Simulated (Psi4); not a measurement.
**BNH3 (SMILES B[NH]) at UCAM-B3LYP/def2-TZVPP**

Aim: the vertical ionisation energy of BNH3 at UCAM-B3LYP/def2-TZVPP, from 2 runs. 

Program for the calculation: Psi4 1.11.

1 further run of the same task is left out (set aside as unsound or not needed).

### Step 1. The system as given

BNH3 has 5 atoms, charge 0, and is taken as a doublet. As SMILES, `B[NH]`. The shape is that of a PBE0-D4/def2-TZVP optimisation.

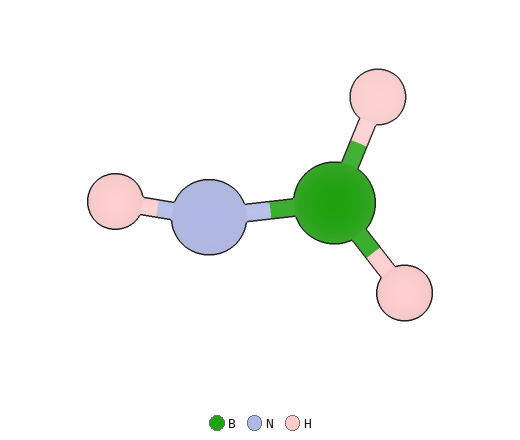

Viewed from a chosen angle; boron green, nitrogen light blue, hydrogen pink.

### Step 2. Energy and gradient at UCAM-B3LYP/def2-TZVPP

File job.dat:

```
memory 1600 mb

molecule m {
  0 2
  B     -0.58732688    -0.69938764    -0.17309891
  N      1.00382252     1.23814856    -0.03741658
  H     -0.78385840    -2.09268271     1.62988878
  H     -1.82188496    -1.08300204    -2.04449469
  H      2.28354505     2.49765102     0.54669777
  units au
  symmetry c1
  no_reorient
  no_com
}

set {
  basis                def2-TZVPP
  reference            uks
  puream               true
  e_convergence        1e-09
  d_convergence        1e-08
  scf_type             pk
  dft_radial_points    99
  dft_spherical_points 590
  maxiter              200
}

result = gradient('cam-b3lyp')
print_variables()
```

Launch:

```sh
$ psi4 -i job.dat -o job.out -n 1
```

job.out:

```text
[...]
  Running in c1 symmetry.
[...]
  Nuclear repulsion =   27.148135794361355
[...]
  Multiplicity = 2
[...]
  Nalpha       = 8
  Nbeta        = 7
[...]
    Number of basis functions: 104
[...]
   @UKS iter   1:   -81.13888257280121   -5.77076e-01   6.34363e-03 DIIS/ADIIS
[...]
   @UKS iter  13:   -81.34008763193587   -1.76215e-11   5.71777e-09 DIIS
[...]
   @S^2 Observed:                7.582489988E-01
[...]
    Orbital Energies [Eh]
    ---------------------
    Alpha Occupied:
       1A    -14.420006     2A     -6.813149     3A     -0.946133
       4A     -0.646784     5A     -0.501433     6A     -0.479472
       7A     -0.388642     8A     -0.341318
    Alpha Virtual:
       9A      0.045294    10A      0.069472    11A      0.111529
      12A      0.126827    13A      0.139815    14A      0.185636
      15A      0.196838    16A      0.243749    17A      0.347065
      18A      0.382316    19A      0.426898    20A      0.432160
      21A      0.452301    22A      0.482908    23A      0.507644
      24A      0.561331    25A      0.566931    26A      0.630389
[...]
  @UKS Final Energy:   -81.34008763193587
   => Energetics <=
    Nuclear Repulsion Energy =             27.1481357943613553
    One-Electron Energy =                -162.5186821086179805
    Two-Electron Energy =                  62.6849378909050827
    DFT Exchange-Correlation Energy =      -8.6544792085843500
    Empirical Dispersion Energy =           0.0000000000000000
    VV10 Nonlocal Energy =                  0.0000000000000000
    Total Energy =                        -81.3400876319358872
[...]
 Multipole Moments:
 ------------------------------------------------------------------------------------
     Multipole            Electronic (a.u.)      Nuclear  (a.u.)        Total (a.u.)
 ------------------------------------------------------------------------------------
 L = 1.  Multiply by 2.5417464519 to convert [e a0] to [Debye]
 Dipole X            :         -3.4021961            3.7679249            0.3657288
 Dipole Y            :         -4.1313037            4.4920680            0.3607643
 Dipole Z            :          1.1613538           -0.9953188            0.1660351
 Magnitude           :                                                    0.5398852
[...]
  -Total Gradient:
     Atom            X                  Y                   Z
    ------   -----------------  -----------------  -----------------
       1        0.001234265724     0.001403552060     0.000254910399
       2        0.000513969977     0.000994873779    -0.000542494701
       3       -0.000386502109    -0.001930232675     0.002271994314
       4       -0.001592906924    -0.000552024015    -0.002320546951
       5        0.000231350401     0.000084074788     0.000336110021
[...]
```

Wall time 41 s (1 thread of Intel Xeon Platinum 8375C at 2.90GHz (Ice Lake), shared host); peak memory 0.75 GiB.

### Step 3. The singlet cation: the energy at CAM-B3LYP/def2-TZVPP

File bh3n.xyz:

```xyz
5
BH3N
B     -0.310800    -0.370100    -0.091600
N      0.531200     0.655200    -0.019800
H     -0.414800    -1.107400     0.862500
H     -0.964100    -0.573100    -1.081900
H      1.208400     1.321700     0.289300
```

File job.py:

```python
import psi4

psi4.set_memory('1600 MB')
psi4.set_num_threads(1)
psi4.set_output_file('bh3n.out', False)

with open('bh3n.xyz') as f:
    atoms = ''.join(f.readlines()[2:])
molecule = psi4.geometry('1 1\n' + atoms + 'symmetry c1')

options = {'basis': 'def2-TZVPP', 'puream': True, 'e_convergence': 1e-09, 'd_convergence': 1e-08, 'scf_type': 'pk', 'dft_radial_points': 99, 'dft_spherical_points': 590}
psi4.set_options(options)

energy_value, wavefunction = psi4.energy("cam-b3lyp", return_wfn=True)
psi4.oeprop(wavefunction, "DIPOLE", "MULLIKEN_CHARGES", "LOWDIN_CHARGES", title="CAM-B3LYP")
print('E =', round(energy_value, 9))
for k, v in sorted(psi4.core.scalar_variables().items()):
    print(f'{k:45s} {v:18.10f}')
```

Launch:

```sh
$ python job.py
```

bh3n.out:

```text
[...]
  Running in c1 symmetry.
[...]
  Nuclear repulsion =   27.148135806541628
[...]
  Multiplicity = 1
[...]
  Nalpha       = 7
  Nbeta        = 7
[...]
    Number of basis functions: 104
[...]
   @RKS iter   1:   -80.87049437177302   -3.08688e-01   3.89294e-03 ADIIS/DIIS
[...]
   @RKS iter  11:   -80.94635961463257   -2.27374e-12   4.57997e-09 DIIS
[...]
    Orbital Energies [Eh]
    ---------------------
    Doubly Occupied:
       1A    -14.786621     2A     -7.133611     3A     -1.250908
       4A     -0.961341     5A     -0.796412     6A     -0.751509
       7A     -0.699230
[...]
  @RKS Final Energy:   -80.94635961463257
   => Energetics <=
    Nuclear Repulsion Energy =             27.1481358065416281
    One-Electron Energy =                -157.6800472337938288
    Two-Electron Energy =                  58.0070391409197725
    DFT Exchange-Correlation Energy =      -8.4214873283001381
    Empirical Dispersion Energy =           0.0000000000000000
    VV10 Nonlocal Energy =                  0.0000000000000000
    Total Energy =                        -80.9463596146325699
[...]
 Multipole Moments:
 ------------------------------------------------------------------------------------
     Multipole            Electronic (a.u.)      Nuclear  (a.u.)        Total (a.u.)
 ------------------------------------------------------------------------------------
 L = 1.  Multiply by 2.5417464519 to convert [e a0] to [Debye]
 Dipole X            :          0.1175460           -0.1195010           -0.0019550
 Dipole Y            :          0.1968070           -0.2989976           -0.1021906
 Dipole Z            :         -0.0746237            0.2333867            0.1587630
 Magnitude           :                                                    0.1888184
[...]
  Mulliken Charges: (a.u.)
   Center  Symbol    Alpha    Beta     Spin     Total
       1     B     2.50790  2.50790  0.00000 -0.01580
       2     N     3.38931  3.38931  0.00000  0.22137
       3     H     0.37627  0.37627  0.00000  0.24747
       4     H     0.38297  0.38297  0.00000  0.23406
       5     H     0.34355  0.34355  0.00000  0.31290
   Total alpha =  7.00000, Total beta =  7.00000, Total charge =  1.00000
  Lowdin Charges: (a.u.)
   Center  Symbol    Alpha    Beta     Spin     Total
       1     B     2.52455  2.52455  0.00000 -0.04911
[...]
```

The script printed:

```text
E = -80.946359615
CURRENT ENERGY                                    -80.9463596146
CURRENT REFERENCE ENERGY                          -80.9463596146
DD SOLVATION ENERGY                                 0.0000000000
DFT FUNCTIONAL TOTAL ENERGY                       -80.9463596146
DFT TOTAL ENERGY                                  -80.9463596146
DFT VV10 ENERGY                                     0.0000000000
DFT XC ENERGY                                      -8.4214873283
GRID ELECTRONS ALPHA                                7.0000000001
GRID ELECTRONS BETA                                 7.0000000001
GRID ELECTRONS TOTAL                               14.0000000003
NUCLEAR REPULSION ENERGY                           27.1481358065
ONE-ELECTRON ENERGY                              -157.6800472338
PCM POLARIZATION ENERGY                             0.0000000000
PE ENERGY                                           0.0000000000
SCF ITERATION ENERGY                              -80.9463596146
SCF ITERATIONS                                     11.0000000000
SCF TOTAL ENERGY                                  -80.9463596146
TWO-ELECTRON ENERGY                                58.0070391409
XC GRID RADIAL POINTS                              99.0000000000
XC GRID SPHERICAL POINTS                          590.0000000000
XC GRID TOTAL POINTS                           281784.0000000000
```

It took 18 s on 1 thread of Intel Xeon Platinum 8375C at 2.90GHz (Ice Lake), shared host; peak memory 0.76 GiB.

### Step 4. Outcome

At UCAM-B3LYP/def2-TZVPP:

| quantity | value |
| --- | --- |
| doublet BNH3: total energy | -81.34009 Eh |
| doublet BNH3: dipole moment | 1.37 D |
| doublet BNH3: HOMO energy (highest over α and β) | -9.29 eV |
| doublet BNH3: LUMO energy (lowest over α and β) | -2.00 eV |
| doublet BNH3: ⟨S²⟩ | 0.758 |
| doublet BNH3: largest force on an atom | 0.155 eV/Å |
| singlet cation: total energy | -80.94636 Eh |
| singlet cation: HOMO energy | -19.03 eV |
| singlet cation: LUMO energy | -11.97 eV |
| singlet cation: HOMO–LUMO gap | 7.06 eV |
| vertical ionisation energy (to the singlet cation) | 10.714 eV |

What this shows: The vertical ionisation energy comes to 10.71 eV (247 kcal/mol). Only the singlet of the ionised species was computed; a triplet could lie lower. Mulliken charges (singlet cation) run from -0.02 on B1 to +0.31 on H5.
